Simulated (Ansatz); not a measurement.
# CH₄FNSi (SMILES N=C[SiH2]F): what the fields show

```xyz
8

N     0.2573    1.3356   -1.0171
C     0.0435    0.8016    0.1215
Si   -0.1047   -1.0869    0.1367
F    -0.3707   -1.5659    1.6752
H     0.3267    2.3610   -0.9544
H    -0.0543    1.3850    1.0627
H     1.1605   -1.7086   -0.3324
H    -1.2584   -1.5217   -0.6923
```

The calculation used Ansatz 0.2.0, RKS B3LYP/def2-SVP.

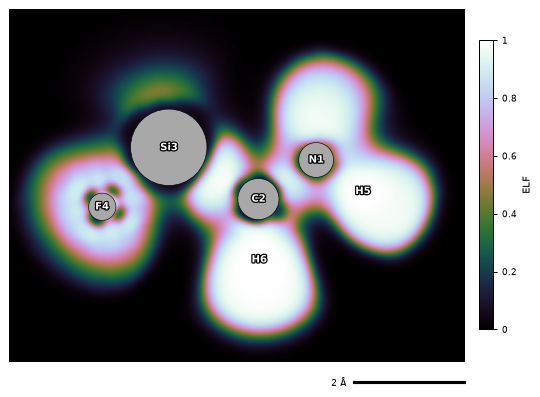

Figure 1. ELF on the plane of atoms C2, N1 and H5. Grey discs cover the atomic cores.

What do the fields say about this system?

Answer. Atoms in the plane: N, C, Si, F and H.
C–N (1.28 Å): the ELF peaks at about 0.90 between the atoms; a covalent bond.
Si–F (1.63 Å): the ELF peaks at about 0.85 in the valence shell of F, 0.6 Å from its nucleus, and is about 0.50 at the midpoint.
C–Si (1.89 Å): the ELF peaks at about 1 between the atoms; a covalent bond.
N–H (1.03 Å): the ELF climbs to about 1 towards the hydrogen, as it does in any bond to H; a covalent bond by its length.
C–H (1.11 Å): the ELF climbs to about 1 towards the hydrogen; a covalent bond by its length.
The ELF also peaks beside F4 and N1, away from the bonds: lone-pair regions.

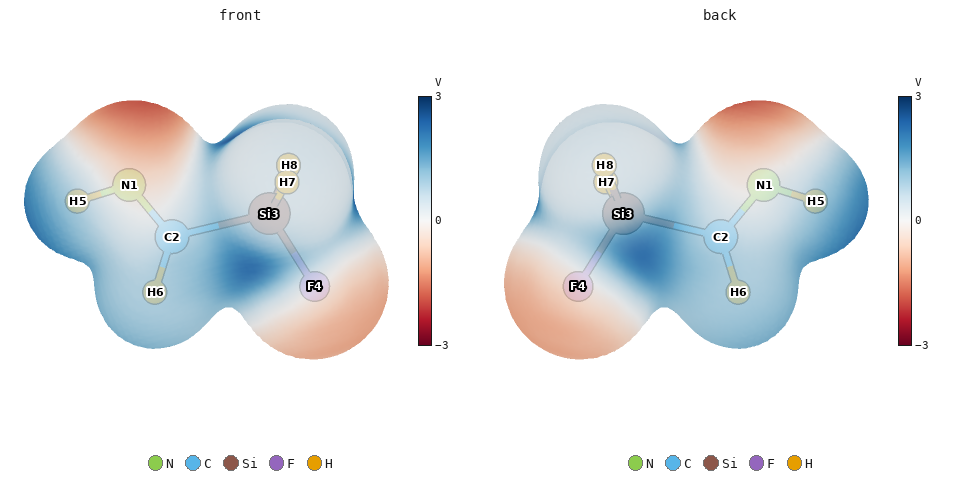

Figure 2. The molecular electrostatic potential painted on the density surface at 0.004 e/bohr³, seen from the front and from behind; the colour scale runs from red (negative) to blue (positive).

Which sites attract a positive test charge, and which a negative one?

Answer. A positive charge is drawn to the negative regions and a negative charge to the positive ones. The most negative region (about −1.8 V) lies over N1, the most positive (about +2.4 V) over Si3. N1 is the likeliest acceptor of a hydrogen bond.

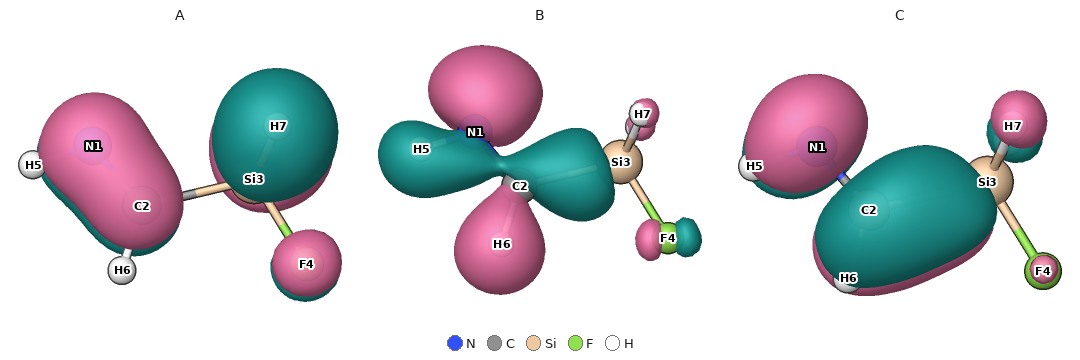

Figure 3. Three frontier orbitals at ±0.1 Å⁻³ᐟ² (teal and pink are the two phases), in no order.

Which picture is the HOMO−1, the HOMO and the LUMO?

Answer. A is the HOMO−1 (−8.95 eV). Its weight (Hirshfeld) is mainly on N1 (about 25 %), Si3 (about 20 %), C2 (about 15 %), H7 (about 15 %), H8 (about 15 %) and F4 (about 5 %). B is the HOMO (−7.29 eV). Its weight (Hirshfeld) is mainly on N1 (about 55 %), C2 (about 15 %), H6 (about 10 %), Si3 (about 10 %) and H5 (about 5 %). C is the LUMO (−1.28 eV). Its weight (Hirshfeld) is mainly on N1 (about 35 %) and C2 (about 35 %); π-antibonding (π*) across N1–C2.

What is the HOMO–LUMO gap?

Answer. 6.01 eV between the orbital energies.
